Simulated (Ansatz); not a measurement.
GaSi2NH8O2: geometry relaxation (part 2 of 2)

Continued. System: GaSi2NH8O2, SMILES [NH2][Ga]([O][SiH3])[O][SiH3]. Method: RKS PBE0-D4/def2-TZVP (Ansatz 0.2.0). The geometry: GFN2-xTB start.

Geometry of the input (Å):
```
N  -0.9844  -2.0894  1.9968
Ga -0.3459  -0.8342  0.8134
O  0.4202  -1.2946  -0.6888
Si 0.9607  -0.7292  -2.1221
O  -0.5773  0.8735  1.1101
Si -0.3626  2.3612  0.4733
H  -0.4904  -2.9762  1.9618
H  -1.0059  -1.7629  2.9584
H  -0.1774  -0.2511  -2.9158
H  1.9303  0.3514  -1.9039
H  1.5796  -1.9306  -2.6858
H  -1.0810  3.1913  1.4417
H  1.0745  2.6607  0.4355
H  -0.9403  2.4301  -0.8745
```

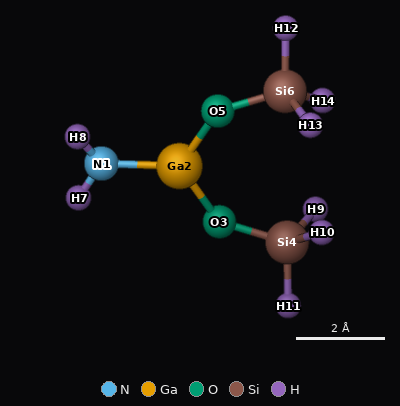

**Figure 1.** The geometry at step 10 of the log (ball-and-stick view, seen at a tilt; atoms are numbered from 1 in the order of the input).

Trajectory as extended XYZ, continued:
```
14
Properties=species:S:1:pos:R:3:forces:R:3 step=4 energy=-73835.39058
N    -0.8530   -2.0768    2.0472    0.0106   0.2263  -0.2706
Ga   -0.3220   -0.8516    0.8478   -0.0247  -0.0748   0.0615
O     0.3614   -1.3906   -0.6940    0.0222   0.0536  -0.0413
Si    0.9203   -0.7501   -2.0869   -0.0420   0.0433   0.0007
O    -0.5585    0.8667    1.1997    0.0082   0.0450  -0.0437
Si   -0.3467    2.3244    0.4987    0.0483  -0.0218  -0.0424
H    -0.5657   -3.0317    1.9541    0.0019  -0.1643   0.1199
H    -1.0876   -1.8004    2.9806   -0.0199  -0.0933   0.1887
H    -0.2023   -0.2654   -2.9360   -0.0029  -0.0162  -0.0119
H     1.8221    0.4063   -1.8236    0.0170   0.0007   0.0093
H     1.6738   -1.7933   -2.8274    0.0098  -0.0127   0.0024
H    -1.0752    3.3481    1.2893   -0.0156   0.0050   0.0109
H     1.0967    2.6852    0.4493    0.0043   0.0109   0.0195
H    -0.8632    2.3292   -0.8988   -0.0172  -0.0016  -0.0030
14
Properties=species:S:1:pos:R:3:forces:R:3 step=5 energy=-73835.39264
N    -0.8482   -2.0798    2.0536    0.0005   0.2343  -0.2324
Ga   -0.3225   -0.8553    0.8521   -0.0192  -0.0642   0.0542
O     0.3546   -1.3876   -0.6948    0.0210   0.0388  -0.0412
Si    0.9155   -0.7399   -2.0836   -0.0459   0.0414   0.0090
O    -0.5513    0.8649    1.1997    0.0041   0.0423  -0.0304
Si   -0.3405    2.3188    0.4906    0.0491  -0.0300  -0.0378
H    -0.5757   -3.0384    1.9581    0.0111  -0.1770   0.0979
H    -1.0882   -1.8076    2.9873   -0.0185  -0.0798   0.1636
H    -0.2063   -0.2568   -2.9345   -0.0009  -0.0180  -0.0130
H     1.8113    0.4191   -1.8120    0.0192   0.0019   0.0065
H     1.6761   -1.7777   -2.8244    0.0101  -0.0117  -0.0005
H    -1.0740    3.3451    1.2731   -0.0149   0.0078   0.0099
H     1.1024    2.6821    0.4429    0.0021   0.0127   0.0201
H    -0.8533    2.3131   -0.9082   -0.0180   0.0014  -0.0058
14
Properties=species:S:1:pos:R:3:forces:R:3 step=6 energy=-73835.35026 accepted=F
N    -0.7675   -2.0829    2.1083   -0.0986  -1.6459   0.4815
Ga   -0.3126   -0.8731    0.8801    0.0095   0.0544  -0.1364
O     0.2898   -1.3980   -0.7071    0.0370   0.1264  -0.0072
Si    0.8638   -0.6628   -2.0516    0.0525  -0.0315   0.0160
O    -0.4949    0.8571    1.2251    0.0313   0.0503  -0.0842
Si   -0.2832    2.2699    0.4299   -0.0490   0.0125  -0.0042
H    -0.6614   -3.1129    1.9641   -0.1691   1.6892   0.2289
H    -1.1189   -1.8480    3.0356    0.2415  -0.1445  -0.6113
H    -0.2549   -0.2157   -2.9275    0.0262  -0.0030   0.0115
H     1.6941    0.5334   -1.7006   -0.0699  -0.1000  -0.0283
H     1.7113   -1.6294   -2.8085   -0.0568   0.0598   0.0693
H    -1.0669    3.3344    1.1196    0.0357  -0.0780  -0.0371
H     1.1539    2.6611    0.4204   -0.0260   0.0012  -0.0057
H    -0.7524    2.1668   -0.9878    0.0358   0.0091   0.1072
14
Properties=species:S:1:pos:R:3:forces:R:3 step=7 energy=-73835.39468
N    -0.8546   -2.0904    2.0781   -0.0146  -0.0729   0.1000
Ga   -0.3237   -0.8723    0.8754   -0.0034   0.0342  -0.0260
O     0.3447   -1.3664   -0.6891   -0.0326  -0.0095   0.0270
Si    0.8965   -0.6902   -2.0664    0.0254  -0.0303  -0.0427
O    -0.5396    0.8572    1.1934    0.0302  -0.0203   0.0038
Si   -0.3143    2.2915    0.4499   -0.0228   0.0308   0.0445
H    -0.6688   -3.0720    1.9588    0.0351   0.0543  -0.0160
H    -1.0198   -1.8471    3.0408   -0.0204   0.0143  -0.0814
H    -0.2288   -0.2375   -2.9298    0.0058   0.0075   0.0117
H     1.7739    0.4815   -1.7819   -0.0263   0.0028   0.0053
H     1.6879   -1.7084   -2.8045    0.0059   0.0047  -0.0079
H    -1.0724    3.3292    1.1963    0.0016   0.0069  -0.0109
H     1.1266    2.6669    0.4359   -0.0070  -0.0074  -0.0122
H    -0.8076    2.2578   -0.9567    0.0232  -0.0150   0.0047
14
Properties=species:S:1:pos:R:3:forces:R:3 step=8 energy=-73835.39953
N    -0.8583   -2.0926    2.0696   -0.0032  -0.0090   0.0044
Ga   -0.3271   -0.8681    0.8720    0.0126   0.0125  -0.0082
O     0.3155   -1.3711   -0.7008   -0.0139  -0.0054   0.0113
Si    0.8790   -0.6994   -2.0762   -0.0013   0.0161   0.0016
O    -0.5059    0.8614    1.2125   -0.0008  -0.0228   0.0121
Si   -0.2976    2.2964    0.4659    0.0085  -0.0011  -0.0171
H    -0.6170   -3.0631    1.9679    0.0014   0.0048  -0.0013
H    -1.0629   -1.8421    3.0213   -0.0013   0.0041  -0.0036
H    -0.2413   -0.2731   -2.9583   -0.0010  -0.0082  -0.0059
H     1.7190    0.4971   -1.7841    0.0019  -0.0040  -0.0025
H     1.7060   -1.7037   -2.7941    0.0012   0.0008   0.0004
H    -1.0939    3.3269    1.1814   -0.0013   0.0004  -0.0016
H     1.1356    2.6978    0.4756   -0.0003   0.0070   0.0087
H    -0.7510    2.2337   -0.9527   -0.0025   0.0047   0.0018
14
Properties=species:S:1:pos:R:3:forces:R:3 step=9 energy=-73835.39982
N    -0.8560   -2.0923    2.0691   -0.0044   0.0235  -0.0246
Ga   -0.3231   -0.8674    0.8732   -0.0003   0.0057  -0.0132
O     0.3017   -1.3745   -0.7058   -0.0040   0.0170   0.0074
Si    0.8675   -0.6977   -2.0785    0.0175  -0.0073  -0.0007
O    -0.4905    0.8617    1.2215    0.0057  -0.0141  -0.0068
Si   -0.2864    2.2942    0.4681   -0.0130   0.0195  -0.0038
H    -0.6117   -3.0612    1.9680    0.0011  -0.0361   0.0042
H    -1.0723   -1.8415    3.0173    0.0017   0.0028   0.0296
H    -0.2518   -0.2939   -2.9725    0.0031   0.0040   0.0024
H     1.6919    0.5095   -1.7820   -0.0143  -0.0089  -0.0072
H     1.7153   -1.6919   -2.7876   -0.0049   0.0055   0.0073
H    -1.1039    3.3221    1.1645    0.0016  -0.0101  -0.0029
H     1.1415    2.7132    0.5011   -0.0029  -0.0027  -0.0059
H    -0.7223    2.2197   -0.9564    0.0131   0.0011   0.0142
14
Properties=species:S:1:pos:R:3:forces:R:3 step=10 energy=-73835.40006
N    -0.8573   -2.0924    2.0700   -0.0055   0.0074  -0.0005
Ga   -0.3254   -0.8677    0.8729    0.0069   0.0050  -0.0078
O     0.2935   -1.3735   -0.7087   -0.0038   0.0123   0.0034
Si    0.8629   -0.6979   -2.0805    0.0050   0.0081   0.0023
O    -0.4833    0.8617    1.2243    0.0031  -0.0087  -0.0057
Si   -0.2817    2.2946    0.4705   -0.0036   0.0059  -0.0162
H    -0.6184   -3.0629    1.9666   -0.0010  -0.0124  -0.0002
H    -1.0632   -1.8424    3.0215    0.0043   0.0021   0.0032
H    -0.2539   -0.3023   -2.9812    0.0029  -0.0080  -0.0006
H     1.6735    0.5185   -1.7847   -0.0010  -0.0137  -0.0027
H     1.7226   -1.6884   -2.7807   -0.0076   0.0082   0.0071
H    -1.1134    3.3178    1.1573    0.0094  -0.0110  -0.0058
H     1.1440    2.7208    0.5117   -0.0072   0.0018   0.0086
H    -0.6999    2.2142   -0.9589   -0.0018   0.0032   0.0151
14
Properties=species:S:1:pos:R:3:forces:R:3 step=11 energy=-73835.40025
N    -0.8598   -2.0909    2.0687   -0.0039   0.0076   0.0106
Ga   -0.3262   -0.8667    0.8709    0.0056  -0.0017   0.0046
O     0.2907   -1.3721   -0.7110   -0.0053   0.0079  -0.0020
Si    0.8634   -0.7021   -2.0840   -0.0030   0.0006   0.0032
O    -0.4809    0.8624    1.2238    0.0034  -0.0057  -0.0054
Si   -0.2826    2.2980    0.4743    0.0015  -0.0028  -0.0004
H    -0.6235   -3.0623    1.9637   -0.0007   0.0009   0.0007
H    -1.0529   -1.8399    3.0230    0.0038  -0.0040  -0.0147
H    -0.2511   -0.3109   -2.9893    0.0005  -0.0047  -0.0005
H     1.6739    0.5143   -1.7918    0.0038  -0.0003   0.0008
H     1.7241   -1.6954   -2.7774   -0.0006   0.0002   0.0004
H    -1.1188    3.3155    1.1628    0.0011  -0.0013  -0.0027
H     1.1411    2.7296    0.5216   -0.0024   0.0008   0.0046
H    -0.6975    2.2204   -0.9552   -0.0038   0.0024   0.0009
14
Properties=species:S:1:pos:R:3:forces:R:3 step=12 energy=-73835.40035
N    -0.8622   -2.0890    2.0673    0.0015   0.0031   0.0107
Ga   -0.3231   -0.8657    0.8704   -0.0072  -0.0056   0.0043
O     0.2840   -1.3707   -0.7149   -0.0008   0.0053  -0.0034
Si    0.8616   -0.7060   -2.0883   -0.0077  -0.0055   0.0037
O    -0.4723    0.8631    1.2261    0.0064   0.0025  -0.0049
Si   -0.2810    2.3010    0.4794    0.0001  -0.0080   0.0066
H    -0.6296   -3.0613    1.9606   -0.0002   0.0079   0.0015
H    -1.0446   -1.8376    3.0236    0.0020  -0.0054  -0.0147
H    -0.2501   -0.3232   -3.0006    0.0005  -0.0007   0.0002
H     1.6685    0.5129   -1.7985    0.0052   0.0049   0.0010
H     1.7271   -1.7008   -2.7730    0.0034  -0.0020  -0.0023
H    -1.1288    3.3112    1.1638   -0.0001   0.0026   0.0021
H     1.1391    2.7429    0.5361   -0.0015   0.0011   0.0014
H    -0.6887    2.2233   -0.9519   -0.0016  -0.0003  -0.0063
14
Properties=species:S:1:pos:R:3:forces:R:3 step=13 energy=-73835.40039
N    -0.8631   -2.0879    2.0667    0.0016   0.0018   0.0029
Ga   -0.3258   -0.8652    0.8682    0.0025  -0.0064   0.0085
O     0.2758   -1.3702   -0.7190   -0.0019   0.0047  -0.0059
Si    0.8596   -0.7088   -2.0912   -0.0033  -0.0073   0.0026
O    -0.4660    0.8633    1.2276    0.0018   0.0060  -0.0080
Si   -0.2797    2.3028    0.4826    0.0016  -0.0040   0.0122
H    -0.6301   -3.0600    1.9597   -0.0009   0.0051   0.0005
H    -1.0385   -1.8357    3.0240   -0.0007  -0.0031  -0.0062
H    -0.2483   -0.3310   -3.0102    0.0015   0.0020   0.0010
H     1.6648    0.5114   -1.8014    0.0008   0.0044   0.0011
H     1.7302   -1.7043   -2.7689    0.0012  -0.0023  -0.0015
H    -1.1344    3.3086    1.1653   -0.0031   0.0013   0.0000
H     1.1375    2.7525    0.5468   -0.0007  -0.0018  -0.0031
H    -0.6820    2.2246   -0.9503   -0.0004  -0.0005  -0.0039
14
Properties=species:S:1:pos:R:3:forces:R:3 step=14 energy=-73835.40041
N    -0.8631   -2.0875    2.0667    0.0025   0.0005   0.0006
Ga   -0.3245   -0.8652    0.8686   -0.0016  -0.0035   0.0039
O     0.2735   -1.3698   -0.7202    0.0000   0.0028  -0.0044
Si    0.8597   -0.7096   -2.0918   -0.0013  -0.0033   0.0024
O    -0.4633    0.8634    1.2282    0.0019   0.0056  -0.0052
Si   -0.2800    2.3032    0.4835    0.0013  -0.0043   0.0066
H    -0.6307   -3.0597    1.9596   -0.0005   0.0021  -0.0001
H    -1.0384   -1.8355    3.0240   -0.0009  -0.0012  -0.0015
H    -0.2467   -0.3300   -3.0118    0.0007   0.0008   0.0004
H     1.6660    0.5100   -1.8014    0.0003   0.0017   0.0010
H     1.7297   -1.7063   -2.7687    0.0001  -0.0012  -0.0006
H    -1.1362    3.3076    1.1664   -0.0016   0.0007   0.0001
H     1.1366    2.7549    0.5465   -0.0003  -0.0003  -0.0015
H    -0.6826    2.2245   -0.9495   -0.0007  -0.0004  -0.0018
14
Properties=species:S:1:pos:R:3:forces:R:3 step=15 energy=-73835.40043
N    -0.8602   -2.0874    2.0678    0.0010   0.0003  -0.0002
Ga   -0.3247   -0.8654    0.8685   -0.0009   0.0004  -0.0015
O     0.2669   -1.3698   -0.7229   -0.0005  -0.0004   0.0034
Si    0.8594   -0.7097   -2.0918   -0.0010   0.0010  -0.0003
O    -0.4594    0.8635    1.2282    0.0005  -0.0035   0.0011
Si   -0.2801    2.3035    0.4833    0.0000   0.0011  -0.0016
H    -0.6310   -3.0602    1.9596   -0.0008   0.0006  -0.0004
H    -1.0383   -1.8361    3.0247    0.0008   0.0001  -0.0004
H    -0.2430   -0.3260   -3.0147    0.0005   0.0004  -0.0005
H     1.6678    0.5076   -1.7971    0.0005  -0.0005   0.0002
H     1.7289   -1.7080   -2.7672    0.0002  -0.0001   0.0001
H    -1.1374    3.3064    1.1672   -0.0001   0.0000  -0.0001
H     1.1358    2.7577    0.5436    0.0001   0.0003  -0.0001
H    -0.6847    2.2237   -0.9492   -0.0003   0.0002   0.0003
```

Summary:

- outcome: converged
- total energy: −73835.4005 eV
- mean-field energy: −73835.0826 eV
- dispersion energy: −0.3179 eV
- SCF solution under orbital rotations: stable
- largest force (length of the vector) at the end: 0.004 eV/Å
- dipole moment: 2.09 D
- hardware: 4 threads of Intel Xeon @ 2.50GHz, 180 GiB of memory available, shared host
- wall time: 4.8 min (CPU time 16 min)
- peak memory: 1.1 GiB
